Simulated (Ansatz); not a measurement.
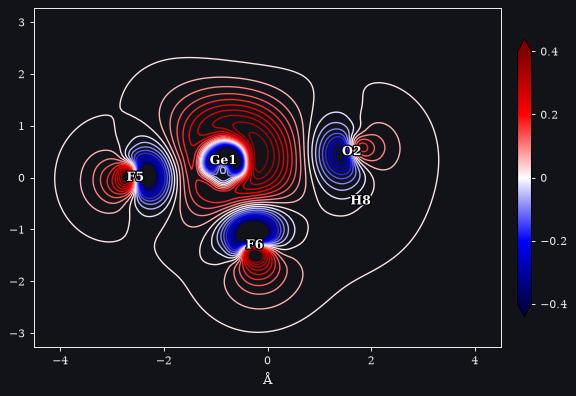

The picture shows: ClF2GeH···H2O. The LUMO on the plane of atoms F5, Ge1 and F6 (values in Å⁻³ᐟ²; the overall sign is arbitrary).

Computed with Ansatz 0.2.0, RKS PBE0-D4/def2-SVP.

The calculation's input:

```
crystal:
  periodic: [false, false, false]
  atoms:
    - { symbol: Ge, position_ang: [0.185322, 0.538471, -0.396389] }
    - { symbol: O, position_ang: [0.502823, -0.105925, 2.478673] }
    - { symbol: H, position_ang: [-0.264068, -0.68386, 2.379572] }
    - { symbol: Cl, position_ang: [1.959294, -0.473353, -0.939159] }
    - { symbol: F, position_ang: [-0.473341, 1.228777, -1.828029] }
    - { symbol: F, position_ang: [-1.016141, -0.602796, 0.093537] }
    - { symbol: H, position_ang: [0.310169, 1.624837, 0.687513] }
    - { symbol: H, position_ang: [0.11984, 0.79015, 2.353082] }
basis:
  gaussian: { orbitals: def2-SVP }
hamiltonian:
  xc: pbe0
  dispersion: d4
relax:
  f_tol: 0.03
  max_steps: 50
output:
  orbitals: {}
```

Command:

```sh
ansatz run input.yaml --threads 2 --pin off --max-ram 3072MiB --backend cpu --events-out ev --progress --plain --runs-dir out
```

The fields are those of the relaxed geometry.

**Describe this orbital and give its energy.**

By Hirshfeld shares it lies mainly on Ge1 (about 40 %), Cl4 (about 25 %), H7 (about 15 %) and F6 (about 10 %). Its energy is −0.36 eV.
